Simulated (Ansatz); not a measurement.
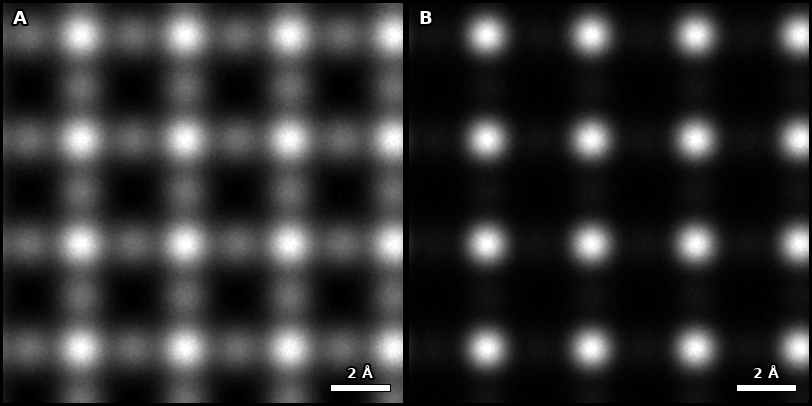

Two simulated images of the same area of LuF$_{4}$ (Im-3m, No. 229) along [001], with a probe of 1.07 Å. One is incoherent Z contrast (Z^1.7 per atom), the other the projected potential of neutral atoms blurred by the probe (iDPC-like, thin sample). Brightness is counted from the darkest point of the image. Shot noise was added. Model: the input geometry of an electronic-structure calculation (not necessarily at equilibrium); the starting structure was generated, so it need not be a known form of this composition.

**Which panel is which, and how can one tell?**

B is the Z-contrast image and A the potential image. The columns of 2 F per repeat reach about 7 % of the brightest peak (1 Lu) in B but about 42 % in A, mainly since the potential grows much more slowly with atomic number. The F columns show clearly in A alone.
